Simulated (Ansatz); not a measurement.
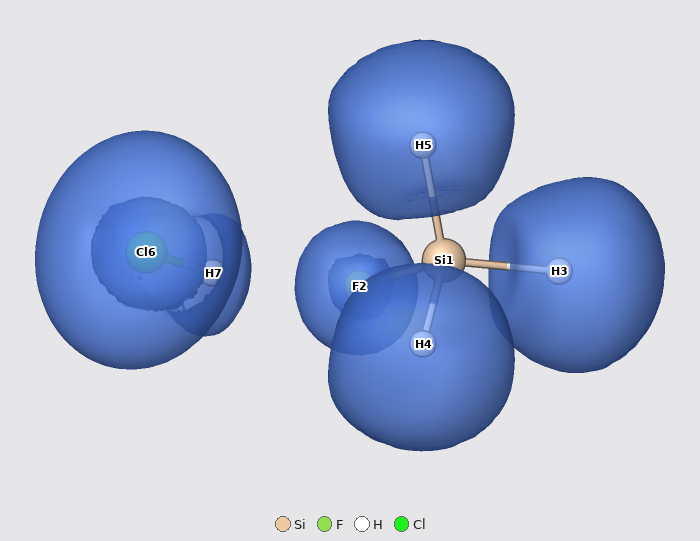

The picture shows: FH3Si···HCl. Isosurface of the ELF at 0.75 (blue), seen from one side. Only the valence region is drawn (cores and ρ < 0.01 e/Å³ removed).

Computed with RKS PBE-D4/def2-SVP (Ansatz).

```xyz
7

Si    0.2539    0.0001   -0.1211
F     0.1062    0.0000    1.5325
H     1.7231    0.0002   -0.4187
H    -0.3934    1.2406   -0.6531
H    -0.3932   -1.2406   -0.6531
Cl   -3.0007    0.0001    1.4900
H    -1.7670   -0.0004    1.9200
```

**Describe the localisation domains.**

The surface consists of three regions around hydrogen nuclei, one region wrapped around F (its lone pairs, merged into a ring or cap) and one joined region spread over several atoms (Cl, H), in which their bonds and any lone pairs are merged. Along the contacts the grid gives the following. F2···H7 (1.91 Å): the ELF dips to about 0.10 between them. Si–F (1.66 Å): the ELF peaks at about 0.85 in the valence shell of F, 0.7 Å from its nucleus, and is about 0.45 at the midpoint.
